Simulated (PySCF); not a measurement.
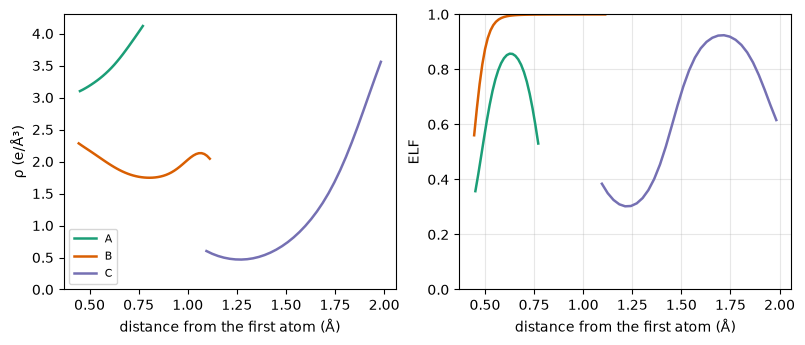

Figure 1: CHLaN (charge +3). Electron density and ELF along straight lines between neighbouring atoms. The curves leave out the atomic cores.

Core potentials replace the inner electrons of La.

The calculation used RKS PBE0, La lcecp-1-SVP with ECP46, N def2-SVP, C def2-SVP, H def2-SVP; non-relativistic Hamiltonian with scalar-relativistic core potentials where named; density fitting in PySCF.

```xyz
4

La    0.0000    0.0000   -0.3478
N     0.0000    0.0000    2.0204
C     0.0000    0.0000    3.1846
H     0.0000    0.0000    4.2969
```

Q: Which curve belongs to which contact (C–H, C–N and La–N)? The first atom named is at distance zero.

A: Curve A: C–N (1.16 Å): the density is about 3.4 e/Å³ at the midpoint; the ELF peaks at about 0.85 between the atoms (a short, multiple covalent bond). Curve B: C–H (1.11 Å): ρ at the midpoint is about 2.1 e/Å³; the ELF is about 1 at the midpoint (an ordinary covalent bond to hydrogen). Curve C: La–N (2.37 Å): ρ at the midpoint is about 0.5 e/Å³; the ELF peaks at about 0.90 in the valence shell of N, 0.7 Å from its nucleus, and drops to about 0.30 between the two atoms; a largely ionic contact.
